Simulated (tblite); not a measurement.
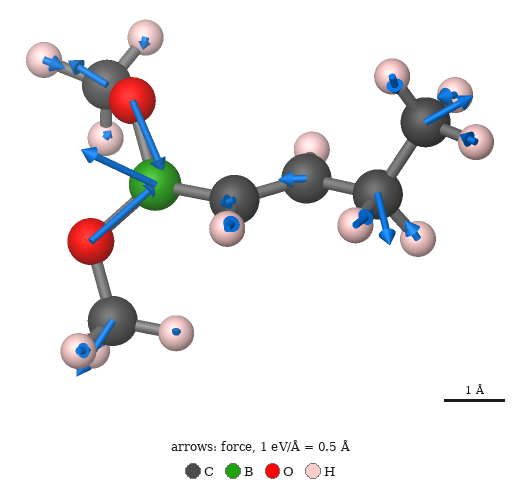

Starting geometry of C$_{6}$H$_{13}$BO$_{2}$ with the computed forces as blue arrows. The picture is a ball-and-stick view, seen at a tilt.

The calculation used GFN2-xTB geometry optimisation, gas phase in tblite 0.8.0. 

Q: What follows when this structure is relaxed?

A: It isn't relaxed: the largest force vector, on an O atom, is 3.19 eV/Å. The final displacements have little in common with the starting forces (cosine between the two patterns 0.16). The energy falls by 1.224 eV in 183 geometry steps. The atom that moves furthest after the best rigid fit is an H atom (1.55 Å). Largest moves by element: H 1.55 Å, O 1.12 Å, C 0.57 Å, B 0.48 Å. Some distances before and after: B–O 1.466 → 1.357 Å, B–O 1.436 → 1.367 Å, C–H 1.142 → 1.092 Å, C–C 1.461 → 1.494 Å. Bond angles that change, for instance: B–O–C 113.2° → 121.6°, B–O–C 116.2° → 124.1°, O–C–H 105.1° → 111.3°. Groups turn about C–O by about 70°, C–O by about 60°, B–O by about 55°.
